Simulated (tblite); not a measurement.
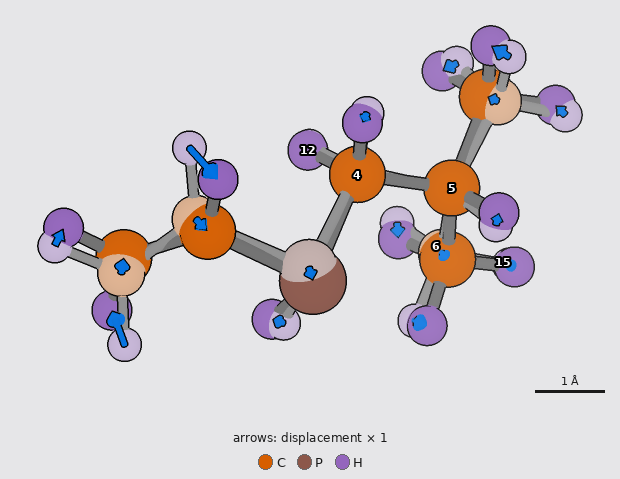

A relaxation of C6H13P. The starting structure is drawn faded, the final one solid; blue arrows show the displacements, at their true length. The two geometries are superimposed by the best rigid fit.

A ball-and-stick model, seen at a tilt.

All numbers below come from tblite 0.8.0, GFN2-xTB geometry optimisation, gas phase. 

> Atoms of which element are displaced furthest, and by how much?

Hydrogen: up to 0.84 Å, against 0.29 Å for carbon.

> Describe the change and its energy.

The energy falls by 0.122 eV in 104 geometry steps. The atom that moves furthest after the best rigid fit is an H atom (0.84 Å). By element the largest moves are H 0.84 Å, C 0.29 Å, P 0.23 Å. Among the contacts that change: C–P 1.845 → 1.816 Å, H–P 1.419 → 1.400 Å, C–C 1.341 → 1.323 Å, C–C 1.542 → 1.529 Å. Among the angles between lasting bonds that change: P–C–H 120.5° → 114.2°, C–C–P 119.7° → 125.2°, C–P–H 99.2° → 95.1°. Groups turn about C–P by about 25°.
